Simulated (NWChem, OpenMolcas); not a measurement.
How basis sets differ on CH5Ge (SMILES [CH3][GeH2])

CH5Ge has 7 atoms, charge 0, and is taken as a doublet. SMILES: `[CH3][GeH2]`. The coordinates come from a PBE0-D4/def2-TZVP relaxation.

Each level gives the dipole moment (D). The values are calculated.

| level | kind | program | value (D) | CPU time |
| --- | --- | --- | --- | --- |
| ROHF/ANO-RCC-MB (DKH2) | Hartree–Fock | OpenMolcas | 0.51 | 6.6 s |
| UHF/STO-3G | Hartree–Fock | OpenMolcas | 0.49 | 2.9 s |
| UHF/3-21G | Hartree–Fock | NWChem | 0.67 | 5.1 s |
| ROHF/ANO-S-VDZP (RICD fitting) | Hartree–Fock | OpenMolcas | 0.77 | 7.7 s |
| UHF/def2-SVP | Hartree–Fock | NWChem | 0.74 | 15 s |
| UHF/def2-TZVP | Hartree–Fock | OpenMolcas | 0.77 | 26 s |

All-electron rows without a relativistic Hamiltonian named are non-relativistic. The values span 0.49 to 0.77 D. Magnitudes only. Sets without polarisation functions give poor dipoles. Without the sets that lack polarisation functions the rows with a basis span only 0.74 to 0.77 D. CPU times are rough (shared hosts, several kinds of processor and program).

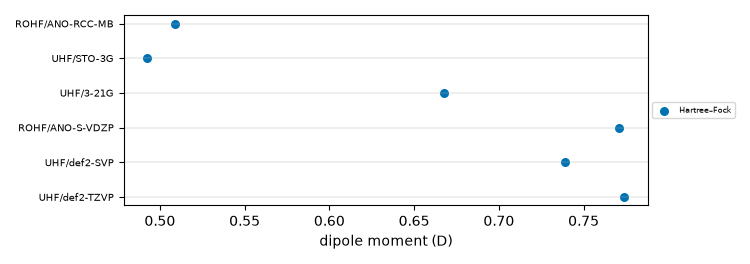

The values of the table, level by level.
